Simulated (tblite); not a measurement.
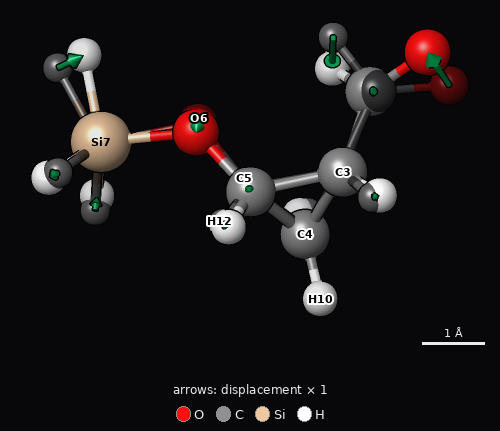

A relaxation of C$_{4}$H$_{8}$O$_{2}$Si. The starting structure is drawn faded, the final one solid; green arrows show the displacements, at their true length. The two geometries are superimposed by the best rigid fit.

A ball-and-stick model, seen face on.

The calculation used tblite, GFN2-xTB geometry optimisation, gas phase. 

Question: What did the optimiser do to the structure, and how much energy did it gain?

Answer: The atom that moves furthest after the best rigid fit is an H atom (1.01 Å). By element the largest moves are H 1.01 Å, O 0.87 Å, C 0.15 Å, Si 0.06 Å. Near-neighbour distances that change, for instance: C–O 1.437 → 1.369 Å, O–Si 1.674 → 1.628 Å, H–Si 1.486 → 1.451 Å, C–O 1.231 → 1.202 Å. Among the angles between lasting bonds that change: C–O–Si 118.6° → 129.9°, O–Si–H 109.4° → 98.7°, O–C–H 118.2° → 113.5°. Groups turn about C–C by about 55°. Over 84 geometry steps the energy falls by 42.2 kJ/mol.
